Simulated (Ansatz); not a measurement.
**B3LYP/cc-pVTZ run of AlH (SMILES [AlH])**

What is the electronic atomisation energy of AlH at B3LYP/cc-pVTZ? 

The results are computed with Ansatz 0.2.0.

## 1. The molecule

The species is AlH (2 atoms), typed as a singlet with charge 0. SMILES: `[AlH]`. Geometry: a GFN2-xTB relaxation, a rough one for these elements and not checked as a minimum.

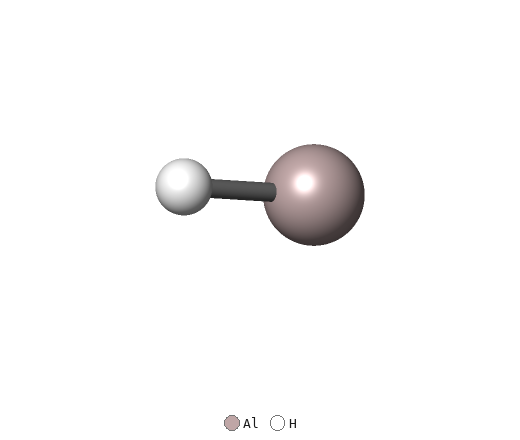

The structure, seen from a chosen angle (aluminium light grey, hydrogen white).

## 2. A single-point energy at B3LYP/cc-pVTZ

Input file molecule.yaml:

```yaml
basis:
  gaussian: {orbitals: cc-pVTZ}
crystal:
  periodic: [false, false, false]
  atoms:
    - {symbol: Al, position_ang: [0.000000, 0.000000, 0.000000]}
    - {symbol: H, position_ang: [0.000000, 0.000000, 1.613470]}
hamiltonian: {xc: {name: B3LYP}}
accuracy: high
```

On the command line:

```
$ ansatz run molecule.yaml --threads 1 --pin off --max-ram 2610MiB --events-out events.jsonl --progress --plain --runs-dir runs
```

The log of the run:

```text
Warning: RAYON_NUM_THREADS=1 ignored (pool sized by the plan → 1); use --threads N
Functional definition: B3LYP
  name "B3LYP"
  parameter a0 = 0.2
  parameter ax = 0.72
  parameter ac = 0.81
  exchange = (1 - a0 - ax)*slater_x + ax*b88_x + a0*exact_x
  correlation = (1 - ac)*vwn_rpa_c + ac*lyp_c
632 factors; integrals over basis functions are off by at most 3.7e-9 eV
mean field evaluation 1: about -6611.9925 eV, gradient 1.1e1 eV
mean field evaluation 2: about -6612.3874 eV, gradient 5.5e0 eV
mean field evaluation 4: about -6612.5514 eV, gradient 5.3e-1 eV
mean field evaluation 8: about -6612.5517 eV, gradient 8.5e-4 eV
mean field evaluation 16: about -6612.5517 eV, gradient 4.4e-8 eV
mean field -6612.55171071 eV, -243.0067932201 hartree, gradient 4.3e-8 eV, S^2 0.000000; 0 other end points of the search recorded, 0 dependent functions left out
reference -6612.55173598 eV, -243.0067941487 hartree; 7, 7 occupied and 41, 41 virtual orbitals, 632 factors
Total energy: -6612.55173598 eV, -243.0067941487 hartree
```

Run time: 1.2 s. Hardware: 1 thread of Intel Xeon Platinum 8259CL at 2.50GHz (Skylake/Cascade Lake), shared host; peak memory 0.1 GiB.

## 3. The Al atom at the same level

Input file run.yaml:

```yaml
crystal:
  periodic: [false, false, false]
  atoms:
    - {symbol: Al, position_ang: [0.000000, 0.000000, 0.000000]}
basis:
  gaussian:
    orbitals: cc-pVTZ
magnetization:
  spin_polarized: true
  initial_magnetization: 1
hamiltonian:
  xc: {name: B3LYP}
accuracy: high
```

Run the same way, it converges to -242.38951 Eh (log not shown).

## 4. The H atom at the same level

Input file in.yaml:

```yaml
crystal:
  periodic: [false, false, false]
  atoms:
    - symbol: H
      position_ang: [0.000000, 0.000000, 0.000000]
basis:
  gaussian:
    orbitals: cc-pVTZ
hamiltonian:
  xc: {name: B3LYP}
accuracy: high
magnetization:
  spin_polarized: true
  initial_magnetization: 1
```

On the command line:

```
$ ansatz run in.yaml --threads 1 --pin off --max-ram 2610MiB --events-out events.jsonl --progress --plain --runs-dir runs
```

The log of the run, cut to the lines that bear on the results:

```text
Warning: RAYON_NUM_THREADS=1 ignored (pool sized by the plan → 1); use --threads N
[... 7 set-up lines as earlier in the session ...]
92 factors; integrals over basis functions are off by at most 8.9e-10 eV
mean field evaluation 1: about -13.6650 eV, gradient 1.3e-1 eV
mean field evaluation 2: about -13.6642 eV, gradient 1.1e-1 eV
mean field evaluation 4: about -13.6643 eV, gradient 4.2e-4 eV
mean field evaluation 8: about -13.6643 eV, gradient 4.2e-10 eV
mean field -13.66434759 eV, -0.5021555119 hartree, gradient 1.5e-8 eV, S^2 0.750000; 0 other end points of the search recorded, 0 dependent functions left out
reference -13.66437009 eV, -0.5021563389 hartree; 1, 0 occupied and 13, 14 virtual orbitals, 92 factors
Total energy: -13.66437009 eV, -0.5021563389 hartree
```

Run time: 0.22 s. Hardware: 1 thread of Intel Xeon Platinum 8259CL at 2.50GHz (Skylake/Cascade Lake), shared host.

## 5. Summary of results

Level: B3LYP/cc-pVTZ.

```
                     quantity          value
       molecule: total energy  -243.00679 Eh
        Al atom: total energy  -242.38951 Eh
                Al atom: ⟨S²⟩          0.755
         H atom: total energy    -0.50216 Eh
                 H atom: ⟨S²⟩          0.750
electronic atomisation energy       3.133 eV
```

In words: Taking the molecule apart into free atoms costs 3.13 eV (72 kcal/mol), before zero-point energy and without spin-orbit coupling.
